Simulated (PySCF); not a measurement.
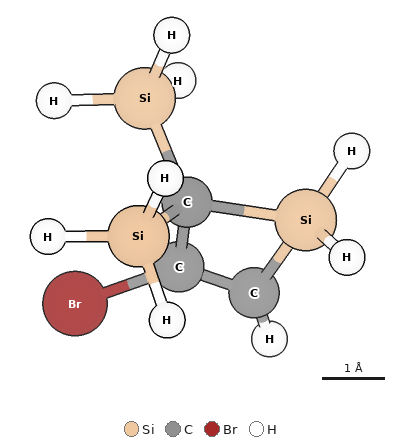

Fig. 1: The structure (ball-and-stick view, seen at a tilt). Bond lengths as drawn: Br–C 1.90 Å, C–C 1.33 to 1.49 Å, C–H 1.08 Å, C–Si 1.88 to 1.95 Å and H–Si 1.46 to 1.47 Å.

# Excited-state calculation, with input and output: C₃H₉BrSi₃

- system: C₃H₉BrSi₃
- method: TDDFT B3LYP/def2-SVPD, vertical, gas phase, core orbitals frozen in the response (PySCF 2.14.0)

The geometry comes from this level: GFN2-xTB. It belongs to a series of runs on one base structure; here: H on C replaced by Br.

The input
```
{"job": {"kind": "uv", "xc": "B3LYP", "basis": "def2-SVPD", "nstates": 8, "ntriplets": 3}, "charge": 0, "multiplicity": 1}
Si     0.190985     1.829701    -0.717019
C      0.050283     0.028244    -0.115008
Si     1.380149    -1.090347    -0.894693
Si    -1.748707    -0.713606     0.035297
C     -1.099900    -0.556754     1.793584
C      0.062891    -0.057042     1.368940
Br     1.547739     0.483838     2.426270
H     -0.765701     2.653228     0.029206
H     -0.132034     1.849389    -2.143723
H      1.542381     2.342977    -0.492727
H      1.100445    -1.182408    -2.327749
H      2.715120    -0.536033    -0.669474
H      1.300894    -2.418370    -0.277894
H     -2.831385     0.186225    -0.347785
H     -1.913523    -2.066325    -0.485848
H     -1.407236    -0.743774     2.807212
```

The first line tells a small driver script what to run in PySCF; the rest is the geometry in Å.

Run as:
```bash
OMP_NUM_THREADS=1 python <driver script> task.json out
```

What the program printed
```
coarse grid: 64360 points
cycle   1  E = -3561.6873993678  dE = -4.827e-01  |g| = 4.887e-01  |ddm| = 6.026e+00
cycle   2  E = -3561.6170723434  dE =  7.033e-02  |g| = 6.824e-01  |ddm| = 1.803e+00
cycle   3  E = -3561.7430715137  dE = -1.260e-01  |g| = 9.868e-02  |ddm| = 1.137e+00
cycle   4  E = -3561.7458051396  dE = -2.734e-03  |g| = 3.971e-02  |ddm| = 2.493e-01
cycle   5  E = -3561.7462493122  dE = -4.442e-04  |g| = 1.453e-02  |ddm| = 9.243e-02
cycle   6  E = -3561.7462950711  dE = -4.576e-05  |g| = 6.634e-03  |ddm| = 3.329e-02
cycle   7  E = -3561.7463062210  dE = -1.115e-05  |g| = 1.076e-03  |ddm| = 1.158e-02
cycle   8  E = -3561.7463064797  dE = -2.587e-07  |g| = 4.319e-04  |ddm| = 3.184e-03
final grid: 130824 points
cycle   9  E = -3561.7462977088  dE = -3.575e-08  |g| = 7.217e-04  |ddm| = 1.534e-02
cycle  10  E = -3561.7462974021  dE =  3.067e-07  |g| = 1.281e-03  |ddm| = 4.045e-03
cycle  11  E = -3561.7462978511  dE = -4.491e-07  |g| = 1.388e-04  |ddm| = 2.502e-03
cycle  12  E = -3561.7462978560  dE = -4.933e-09  |g| = 2.159e-05  |ddm| = 2.472e-04
cycle  13  E = -3561.7462978562  dE = -1.164e-10  |g| = 7.492e-06  |ddm| = 4.973e-05
```

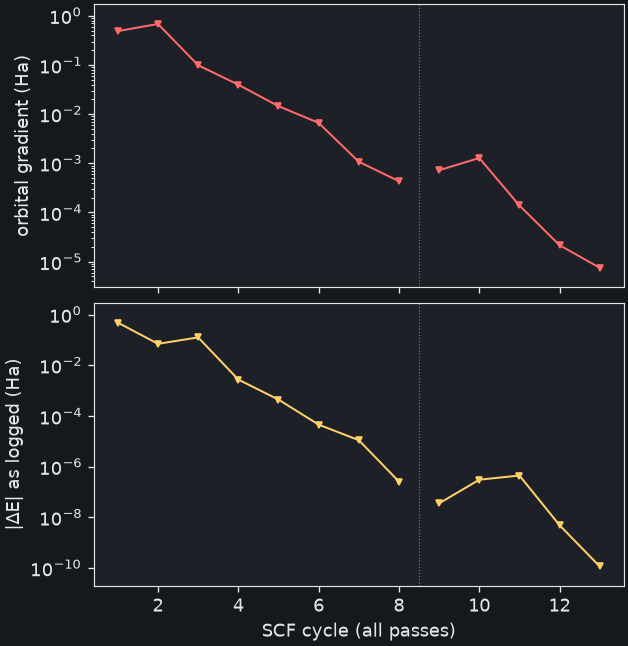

Fig. 2: Convergence of the self-consistent field: orbital gradient and size of the energy change against the SCF cycle. The dotted line marks the change from a coarse to the final integration grid. The first 8 cycles use a coarse grid, the final grid takes over at cycle 9, and the field converges after 13 cycles in all.

```
converged SCF energy = -3561.7462978562

Static polarisability (au): isotropic 135.732, principal 120.597 133.221 153.379

Singlet excitations
state   eV       nm        f      main configurations
  1   5.3965    229.7   0.00108   H->L+2 0.54, H->L+1 0.44
  2   5.5432    223.7   0.00711   H->L+1 0.54, H->L+2 0.44
  3   5.5739    222.4   0.10764   H->L 0.92
  4   5.9608    208.0   0.00030   H-1->L 0.98
  5   6.2068    199.8   0.00471   H->L+3 0.91
  6   6.2439    198.6   0.00030   H-2->L 0.94
  7   6.4248    193.0   0.00825   H-1->L+2 0.66, H-1->L+1 0.21
  8   6.5675    188.8   0.02700   H-3->L 0.88

Triplet excitations (Tamm-Dancoff, eV): 3.9477 5.0784 5.3930
```

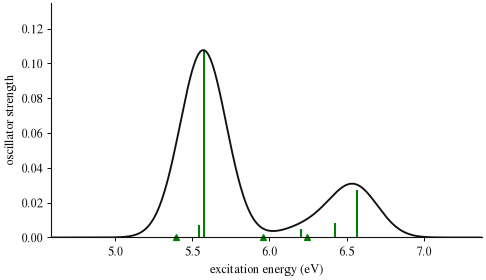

Fig. 3: Computed excitations as sticks (degenerate states added up, dark ones marked on the axis), with a Gaussian envelope of 0.35 eV full width at half maximum, scaled to the tallest. Of the 8 states the lowest lies at 5.40 eV (f = 0.001); the strongest line is at 5.57 eV, or 222 nm (f = 0.108).

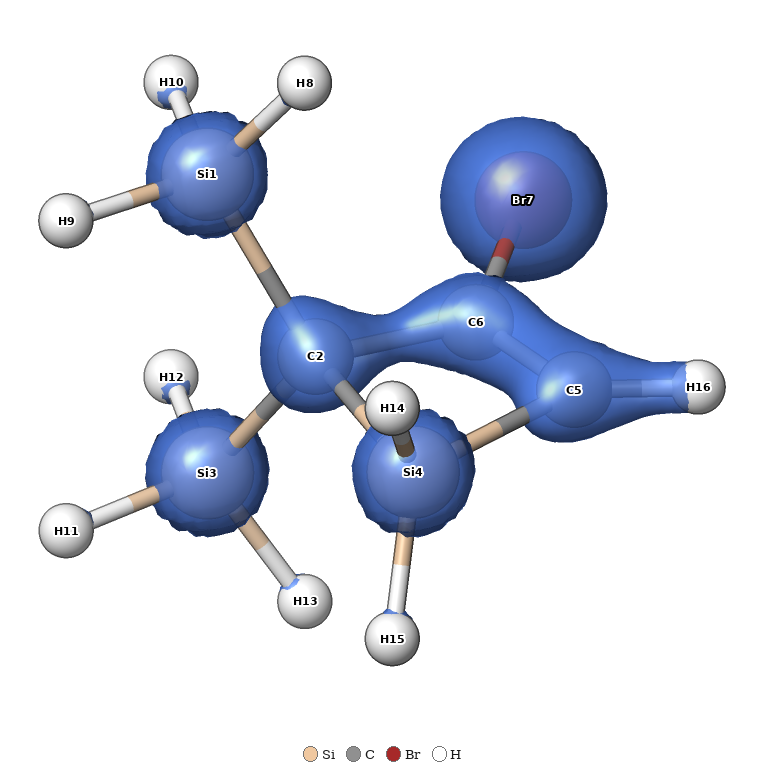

Fig. 4: Isosurface of the electron density at 1.5 e/Å³ (blue), seen at a tilt. At this value the surface falls into 13 separate pieces. It is pinched off along the C–Si (1.88 Å) and C–Br (1.90 Å) contacts. On the grid the lowest density along these lines, outside the cores, is 2.3 e/Å³ (C–C, 1.33 Å), 0.74 e/Å³ (C–Si, 1.88 Å), 1.1 e/Å³ (C–Br, 1.90 Å) and 1.9 e/Å³ (C–H, 1.08 Å).

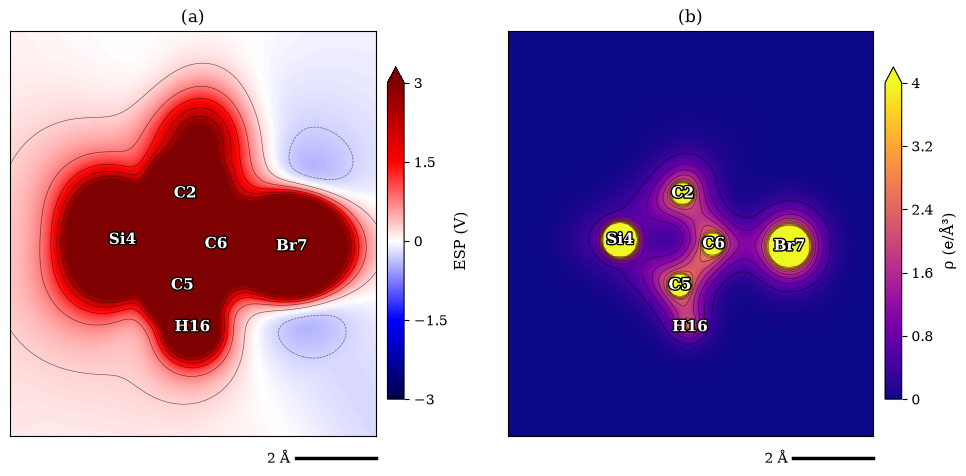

Fig. 5: (a) molecular electrostatic potential; (b) electron density on the plane of atoms Si4, C2 and C6. C–Si (1.88 Å): ρ at the midpoint is about 0.9 e/Å³. C–Br (1.90 Å): ρ at the midpoint is about 1.1 e/Å³.

Results in brief

```json
{"quantity": "outcome", "value": "converged"}
{"quantity": "total energy", "value": "−3561.746298 hartree"}
{"quantity": "HOMO", "value": "−6.97 eV"}
{"quantity": "LUMO", "value": "−0.89 eV"}
{"quantity": "dipole moment", "value": "1.63 D"}
{"quantity": "mean polarisability", "value": "135.73 a.u."}
{"quantity": "lowest singlet excitation", "value": "5.40 eV"}
{"quantity": "hardware", "value": "1 CPU thread, shared host"}
{"quantity": "wall time", "value": "1.7 min"}
{"quantity": "peak memory", "value": "0.99 GiB"}
```

Remarks

Spin–orbit coupling is left out, which matters for the heavy atoms.
